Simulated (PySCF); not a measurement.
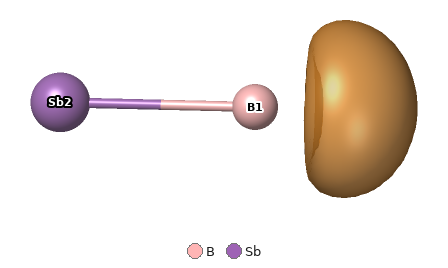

*BSb (charge −1, doublet). Isosurface of the electron localisation function at 0.9 (orange), seen from one side. Only the valence region is drawn (cores and ρ < 0.01 e/Å³ removed).*

⟨S²⟩ = 0.80, above the pure value of 0.75; core potentials replace the inner electrons of Sb.

All numbers below come from PySCF, PBE0/def2-SVPD, non-relativistic Hamiltonian with scalar-relativistic core potentials where named, at a bond length of 2.007 Å.

Question: Identify the bonds, lone pairs and shells in this picture.

Answer: The ELF exceeds this value in one lobe on B, pointing away from the bonds (non-bonding electrons).

Values along the shortest contacts:
B–Sb (2.01 Å): the ELF peaks at about 0.75 in the valence shell of B, 0.7 Å from its nucleus, and drops to about 0.20 between the two atoms.
